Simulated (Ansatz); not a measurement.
**C₃H₄ClF: density, localisation and related maps**

Input

```
crystal:
  periodic: [false, false, false]
  atoms:
    - { symbol: C, position_ang: [-0.4148, 0.7117, 1.1244] }
    - { symbol: C, position_ang: [0.3977, 0.2138, 0.2441] }
    - { symbol: F, position_ang: [1.6694, 0.5728, 0.3516] }
    - { symbol: C, position_ang: [0.1093, -0.7642, -0.816] }
    - { symbol: Cl, position_ang: [0.1677, -0.0413, -2.4391] }
    - { symbol: H, position_ang: [-0.1134, 1.4779, 1.8577] }
    - { symbol: H, position_ang: [-1.4943, 0.5228, 1.0959] }
    - { symbol: H, position_ang: [-0.9506, -1.1244, -0.7023] }
    - { symbol: H, position_ang: [0.7173, -1.6153, -0.7334] }
magnetization:
  spin_polarized: true
basis:
  gaussian: { orbitals: def2-SVP }
hamiltonian:
  xc: pbe
relax:
  f_tol: 0.02
  max_steps: 50
output:
  orbitals: {}
```

Command:

```sh
ansatz run input.yaml --threads 2 --pin off --max-ram 3072MiB --backend cpu --events-out ev --progress --plain --runs-dir out
```

The fields are those of the run's last geometry, not of the input's.

Level of theory: Ansatz 0.2.0, UKS PBE/def2-SVP.

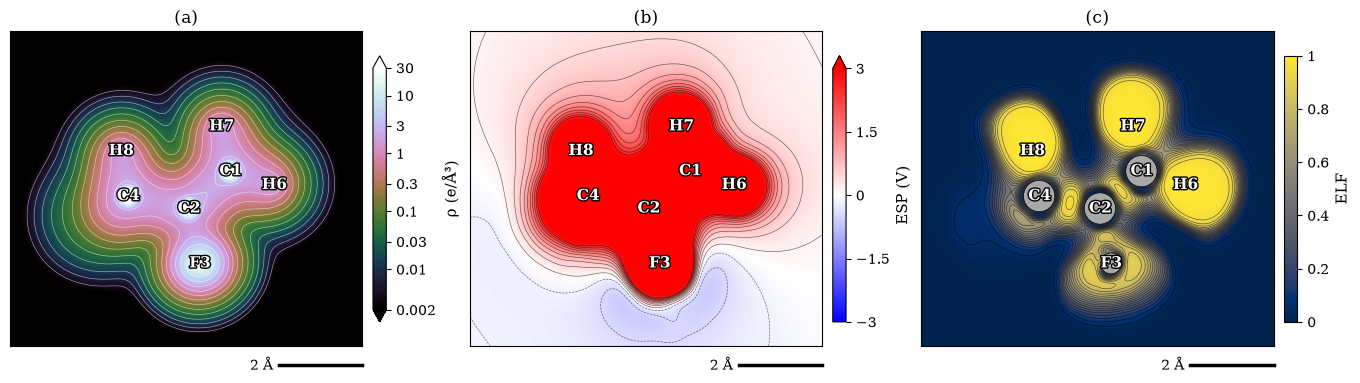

Figure 1. (a) total electron density; (b) electrostatic potential; (c) ELF on the plane of atoms C2, C1 and H6. Grey discs cover the atomic cores in the ELF map.

Question: What do the fields say about this system?

Answer: Atoms in the plane: C, F and H. C–C (1.34 Å): ρ at the midpoint is about 2.2 e/Å³; the ELF peaks at about 0.90 between the atoms (a multiple bond). C–F (1.35 Å): the density is about 2.2 e/Å³ at the midpoint, with its minimum of 1.7 e/Å³ about 0.5 Å from C; the ELF peaks at about 0.85 between the atoms; a shared but strongly polarised pair. C–H (1.10 Å): the density is about 1.9 e/Å³ at the midpoint; the ELF climbs to about 1 towards the hydrogen, as it does in any bond to H; a covalent bond by its length. C–C (1.49 Å): the density is about 1.8 e/Å³ at the midpoint; the ELF peaks at about 0.95 between the atoms, as expected for localised, covalent bonding. The ELF also peaks beside F3, away from the bonds: lone-pair regions. Outside the dense part of the molecule the potential is most negative (−0.6 V) near F3.

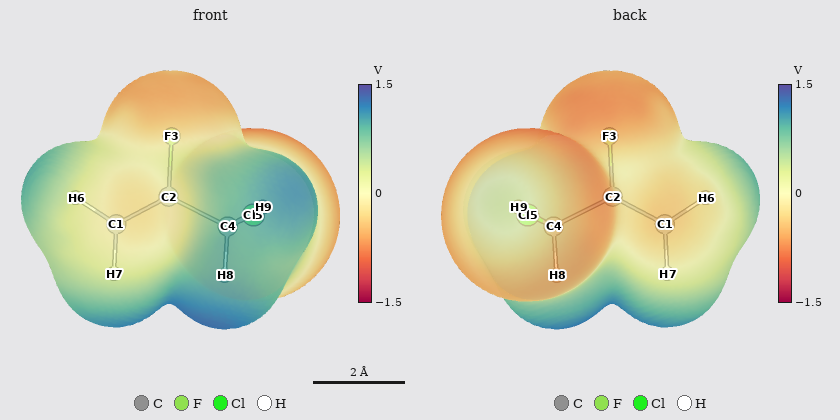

Figure 2. The electrostatic potential painted on the density surface at 0.002 e/bohr³, seen from the front and from behind; the colour scale runs from red (negative) to blue (positive).

Question: Which sites attract a positive test charge, and which a negative one?

Answer: A positive charge is drawn to the negative regions and a negative charge to the positive ones. The most negative region (about −0.8 V) lies over F3 and Cl5, the most positive (about +1.3 V) over H8.

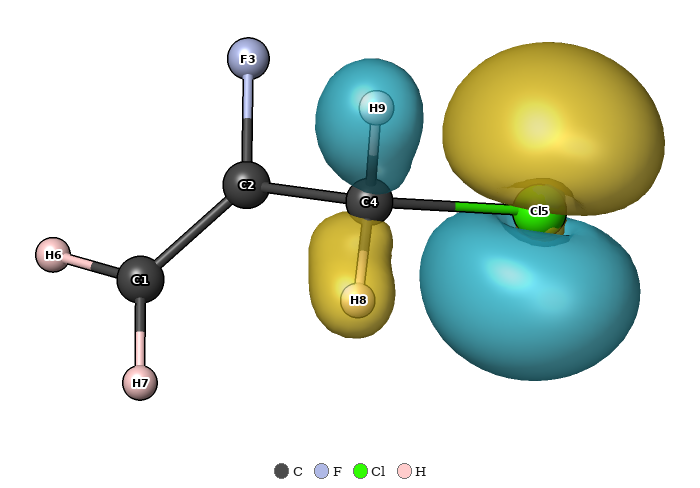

Figure 3. The HOMO−1 at ±0.15 Å⁻³ᐟ² (yellow and cyan are the two phases), seen at a tilt.

Question: Describe this orbital and give its energy.

Answer: It lies mainly on Cl5 (about 85 %) and C4 (about 5 %); largely a lone pair of Cl5. Its energy is −6.90 eV.
